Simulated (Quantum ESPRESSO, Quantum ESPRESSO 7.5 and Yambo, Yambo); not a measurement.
# A GW chain in Yambo: LuBi2O4Cl (P4/mmm)

Wanted: ground state, empty states, screening and self-energy for LuBi2O4Cl (P4/mmm).

Program: Quantum ESPRESSO 7.5 and Yambo 5.3.0. Level of theory: PBEsol and many-body steps on it, plane waves. Results are calculated unless marked as measured.

## (1) Set-up

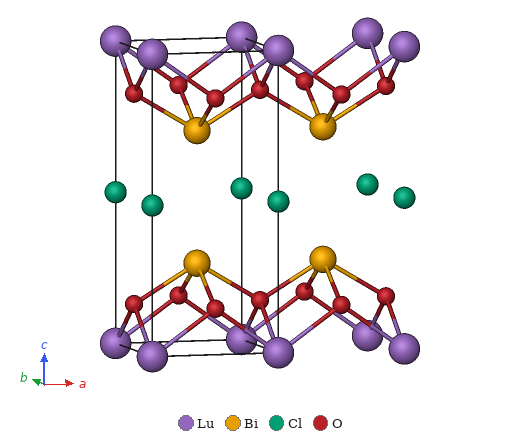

The cell as given, slightly off an axis (lutetium purple, bismuth orange, chlorine teal, oxygen red). 2×1×1 cells are drawn. Some periodic images of atoms are drawn too.

Coordinates:

```cif
data_structure
_symmetry_space_group_name_H-M 'P 1'
_symmetry_Int_Tables_number 1
_cell_length_a 3.8232
_cell_length_b 3.8232
_cell_length_c 8.8560
_cell_angle_alpha 90.000
_cell_angle_beta 90.000
_cell_angle_gamma 90.000
_cell_volume 129.45
loop_
_atom_site_label
_atom_site_type_symbol
_atom_site_fract_x
_atom_site_fract_y
_atom_site_fract_z
_atom_site_occupancy
Lu1 Lu 0.00000 0.00000 0.00000 1
Bi2 Bi 0.50000 0.50000 0.71930 1
Bi3 Bi 0.50000 0.50000 0.28070 1
Cl4 Cl 0.00000 0.00000 0.50000 1
O5 O 0.50000 0.00000 0.84800 1
O6 O 0.00000 0.50000 0.84800 1
O7 O 0.50000 0.00000 0.15200 1
O8 O 0.00000 0.50000 0.15200 1
```

The cell and positions come from the Crystallography Open Database and are kept as given unless a step says otherwise. Spin-orbit coupling is left out unless a step names it.

## (2) Ground state

This step: Quantum ESPRESSO 7.5; DFT, PBEsol, plane waves, norm-conserving pseudopotentials.

The ground-state density comes first.

The input, pw.in:

```
&control
  calculation = 'scf'
  prefix = 'x'
  outdir = 'o'
  pseudo_dir = 'pseudo'
/
&system
  ibrav = 0
  nat = 8
  ntyp = 4
  ecutwfc = 92.0
  nbnd = 59
  force_symmorphic = .true.
/
&electrons
  conv_thr = 1e-10
  electron_maxstep = 80
  mixing_beta = 0.5
/
ATOMIC_SPECIES
  Lu 174.97 Lu.upf
  Bi 208.98 Bi.upf
  Cl 35.45 Cl.upf
  O 15.999 O.upf
CELL_PARAMETERS angstrom
  3.8232000000 0.0000000000 0.0000000000
  0.0000000000 3.8232000000 0.0000000000
  0.0000000000 0.0000000000 8.8560000000
ATOMIC_POSITIONS crystal
  Lu 0.0000000000 0.0000000000 0.0000000000
  Bi 0.5000000000 0.5000000000 0.7193000000
  Bi 0.5000000000 0.5000000000 0.2807000000
  Cl 0.0000000000 0.0000000000 0.5000000000
  O 0.5000000000 0.0000000000 0.8480000000
  O 0.0000000000 0.5000000000 0.8480000000
  O 0.5000000000 0.0000000000 0.1520000000
  O 0.0000000000 0.5000000000 0.1520000000
K_POINTS automatic
  6 6 4 0 0 0
```

Started as:

```bash
$ OMP_NUM_THREADS=1 mpirun -n 8 pw.x -nk 8 -in pw.in > pw.out
```

Output:

```text
Program PWSCF v.7.5 starts

     This program is part of the open-source Quantum ESPRESSO suite
     for quantum simulation of materials; please cite
         "P. Giannozzi et al., J. Phys.:Condens. Matter 21 395502 (2009);
         "P. Giannozzi et al., J. Phys.:Condens. Matter 29 465901 (2017);
         "P. Giannozzi et al., J. Chem. Phys. 152 154105 (2020);
     in publications or presentations arising from this work. More details at
     Message from routine setup:
     using ibrav=0 with symmetry is DISCOURAGED, use correct ibrav instead

     G-vector sticks info

     bravais-lattice index     =            0
     lattice parameter (alat)  =       7.2248  a.u.
     unit-cell volume          =     873.5510 (a.u.)^3
     number of atoms/cell      =            8
     number of atomic types    =            4
     number of electrons       =       102.00
     number of Kohn-Sham states=           59
     kinetic-energy cutoff     =      92.0000  Ry
     charge density cutoff     =     368.0000  Ry
     scf convergence threshold =      1.0E-10
     mixing beta               =       0.5000
     number of iterations used =            8  plain     mixing
     Exchange-correlation= PBESOL
                           (   1   4  10   8   0   0   0)

     celldm(1)=   7.224801  celldm(2)=   0.000000  celldm(3)=   0.000000
     celldm(4)=   0.000000  celldm(5)=   0.000000  celldm(6)=   0.000000

     crystal axes: (cart. coord. in units of alat)
               a(1) = (   1.000000   0.000000   0.000000 )
               a(2) = (   0.000000   1.000000   0.000000 )
               a(3) = (   0.000000   0.000000   2.316384 )

     reciprocal axes: (cart. coord. in units 2 pi/alat)
               b(1) = (  1.000000  0.000000  0.000000 )
               b(2) = (  0.000000  1.000000  0.000000 )
               b(3) = (  0.000000  0.000000  0.431707 )
     Pseudo is Norm-conserving + core correction, Zval = 25.0
     Generated using ONCVPSP code by D. R. Hamann
     Using radial grid of 2008 points,  8 beta functions with:
     Pseudo is Norm-conserving + core correction, Zval = 23.0
     Generated using ONCVPSP code by D. R. Hamann
     Using radial grid of 1472 points,  6 beta functions with:
     Pseudo is Norm-conserving + core correction, Zval =  7.0
     Generated using ONCVPSP code by D. R. Hamann
     Using radial grid of 1028 points,  6 beta functions with:
     Pseudo is Norm-conserving + core correction, Zval =  6.0
     Generated using ONCVPSP code by D. R. Hamann
     Using radial grid of  936 points,  5 beta functions with:
     Lu               25.00   174.97000     Lu( 1.00)
     Bi               23.00   208.98000     Bi( 1.00)
     Cl                7.00    35.45000     Cl( 1.00)
     O                 6.00    15.99900     O ( 1.00)

     16 Sym. Ops., with inversion, found

   Cartesian axes

     site n.     atom                  positions (alat units)
         1        Lu     tau(   1) = (   0.0000000   0.0000000   0.0000000  )
         2        Bi     tau(   2) = (   0.5000000   0.5000000   1.6661751  )
         3        Bi     tau(   3) = (   0.5000000   0.5000000   0.6502090  )
         4        Cl     tau(   4) = (   0.0000000   0.0000000   1.1581921  )
         5        O      tau(   5) = (   0.5000000   0.0000000   1.9642938  )
         6        O      tau(   6) = (   0.0000000   0.5000000   1.9642938  )
         7        O      tau(   7) = (   0.5000000   0.0000000   0.3520904  )
         8        O      tau(   8) = (   0.0000000   0.5000000   0.3520904  )

     number of k points=    30
                       cart. coord. in units 2pi/alat
        k(    1) = (   0.0000000   0.0000000   0.0000000), wk =   0.0138889
        k(    2) = (   0.0000000   0.0000000   0.1079268), wk =   0.0277778
        k(    3) = (   0.0000000   0.0000000  -0.2158537), wk =   0.0138889
        k(    4) = (   0.0000000   0.1666667   0.0000000), wk =   0.0555556
        k(    5) = (   0.0000000   0.1666667   0.1079268), wk =   0.1111111
        k(    6) = (   0.0000000   0.1666667  -0.2158537), wk =   0.0555556
        k(    7) = (   0.0000000   0.3333333   0.0000000), wk =   0.0555556
        k(    8) = (   0.0000000   0.3333333   0.1079268), wk =   0.1111111
        k(    9) = (   0.0000000   0.3333333  -0.2158537), wk =   0.0555556
        k(   10) = (   0.0000000  -0.5000000   0.0000000), wk =   0.0277778
     [... 18 further rows ...]
        k(   29) = (  -0.5000000  -0.5000000   0.1079268), wk =   0.0277778
        k(   30) = (  -0.5000000  -0.5000000  -0.2158537), wk =   0.0138889

     Dense  grid:   104163 G-vectors     FFT dimensions: (  45,  45, 108)

     Initial potential from superposition of free atoms

     starting charge     101.9947, renormalised to     102.0000
     Starting wfcs are   63 randomized atomic wfcs

     per-process dynamical memory:   135.2 Mb

     Self-consistent Calculation

     iteration #  1     ecut=    92.00 Ry     beta= 0.50

     total energy              =   -1585.20838271 Ry
     estimated scf accuracy    <       2.57869777 Ry

     iteration #  2     ecut=    92.00 Ry     beta= 0.50

     total energy              =   -1585.33541916 Ry
     estimated scf accuracy    <       4.55240600 Ry

     iteration #  3     ecut=    92.00 Ry     beta= 0.50

     total energy              =   -1586.22973719 Ry
     estimated scf accuracy    <       0.33518446 Ry

     iteration #  4     ecut=    92.00 Ry     beta= 0.50

     total energy              =   -1586.24886353 Ry
     estimated scf accuracy    <       0.03806590 Ry

     iteration #  5     ecut=    92.00 Ry     beta= 0.50

     total energy              =   -1586.25777653 Ry
     estimated scf accuracy    <       0.01435562 Ry

     iteration #  6     ecut=    92.00 Ry     beta= 0.50

     total energy              =   -1586.25932055 Ry
     estimated scf accuracy    <       0.00036609 Ry

     iteration #  7     ecut=    92.00 Ry     beta= 0.50

     total energy              =   -1586.25942180 Ry
     estimated scf accuracy    <       0.00009142 Ry

     iteration #  8     ecut=    92.00 Ry     beta= 0.50

     total energy              =   -1586.25943595 Ry
     estimated scf accuracy    <       0.00000107 Ry

     iteration #  9     ecut=    92.00 Ry     beta= 0.50

     total energy              =   -1586.25943623 Ry
     estimated scf accuracy    <       0.00000073 Ry

     iteration # 10     ecut=    92.00 Ry     beta= 0.50

     total energy              =   -1586.25943636 Ry
     estimated scf accuracy    <       0.00000002 Ry

     iteration # 11     ecut=    92.00 Ry     beta= 0.50

     total energy              =   -1586.25943637 Ry
     estimated scf accuracy    <          1.7E-09 Ry

     iteration # 12     ecut=    92.00 Ry     beta= 0.50

     total energy              =   -1586.25943637 Ry
     estimated scf accuracy    <          2.3E-10 Ry

     iteration # 13     ecut=    92.00 Ry     beta= 0.50

     End of self-consistent calculation

          k = 0.0000 0.0000 0.0000 ( 12987 PWs)   bands (ev):

  -141.4544-141.4544 -79.4995 -79.4995 -79.4810 -79.4810 -79.4810 -79.4810
   -42.5362 -13.4111 -13.2371 -13.2371 -11.0375 -11.0322 -10.8410 -10.8281
   -10.8281 -10.8233 -10.8233 -10.8168 -10.7489 -10.7483  -7.2263  -6.5318
    -4.8482  -4.4748  -3.1621   2.4723   2.7197   6.6342   6.6342   6.8323
     6.8323   8.2020   8.2065   8.7378   8.7378   8.7825   8.8039   8.9314
     8.9673   8.9673   9.0173   9.2299   9.2299   9.7829   9.7829  10.4208
    10.4299  10.4299  10.8391  12.3526  15.0897  16.5277  16.5277  16.5918
    17.1946  17.1946  17.5797

          k = 0.0000 0.0000 0.1079 ( 12991 PWs)   bands (ev):

  -141.4544-141.4544 -79.4995 -79.4995 -79.4810 -79.4810 -79.4810 -79.4810
   -42.5362 -13.4111 -13.2371 -13.2371 -11.0371 -11.0326 -10.8402 -10.8290
   -10.8290 -10.8224 -10.8224 -10.8177 -10.7489 -10.7483  -7.2192  -6.5426
    -4.8482  -4.4748  -3.1531   2.3569   2.8317   6.5999   6.5999   6.8742
     6.8742   8.1840   8.2081   8.7378   8.7378   8.8029   8.8035   8.9314
[...]
17.1786  17.1786  18.0028

          k = 0.0000 0.0000-0.2159 ( 12980 PWs)   bands (ev):

  -141.4544-141.4544 -79.4995 -79.4995 -79.4810 -79.4810 -79.4810 -79.4810
[...]
-10.8297 -10.8217 -10.8217 -10.8186 -10.7489 -10.7483  -7.2119  -6.5536
    -4.8481  -4.4748  -3.1441   2.2804   2.9048   6.5738   6.5738   6.9080
     6.9080   8.1677   8.2097   8.7379   8.7379   8.8031   8.8157   8.9314
     8.9954   8.9954   9.1566   9.1566   9.1846   9.8075   9.8075  10.4128
    10.4306  10.4306  10.4360  12.8949  14.4792  16.5740  16.5740  16.8399
    17.1611  17.1611  18.0886

          k = 0.0000 0.1667 0.0000 ( 12986 PWs)   bands (ev):

     [... further k-points ...]

     highest occupied, lowest unoccupied level (ev):    11.2274   12.3526

!    total energy              =   -1586.25943637 Ry
     estimated scf accuracy    <          1.3E-11 Ry

     The total energy is the sum of the following terms:
     one-electron contribution =   -1022.44947417 Ry
     hartree contribution      =     556.16359562 Ry
     xc contribution           =    -257.62553190 Ry
     ewald contribution        =    -862.34802592 Ry

     convergence has been achieved in  13 iterations

     XML data file, charge density, pseudopotentials, collected wavefunctions

=------------------------------------------------------------------------------=
   JOB DONE.
=------------------------------------------------------------------------------=
```

Elapsed: 63 s, on 8 MPI ranks of Arm Neoverse V2, shared host; peak memory 1.7 GiB.

This step gave:

| Item | Value |
| --- | --- |
| total energy | -21582.1591 eV |
| gap | 1.125 eV |
| k of the valence top | -0.5, -0.5, 0 |
| k of the conduction bottom | 0, 0, 0 |
| least direct gap | 1.513 eV |

The gap is indirect, with the least direct gap 0.39 eV higher.

(Part 1 of 3 ends here.)

[Paths, hosts, dates, memory and timing lines, banners, echoed tables and standing remarks are left out of the program output.]

[Logs are printed without paths, hosts, clocks, repeated set-up lines and the standing remarks that a program may print on its own settings, such as how far it seeks lower states.]

[Runs of the session that timed out or met a known fault of the program may be left out.]

[Hosts, paths, dates, database ids (printed as entryN), source tags and the programs' standing remarks are cut or masked in the printed files.]
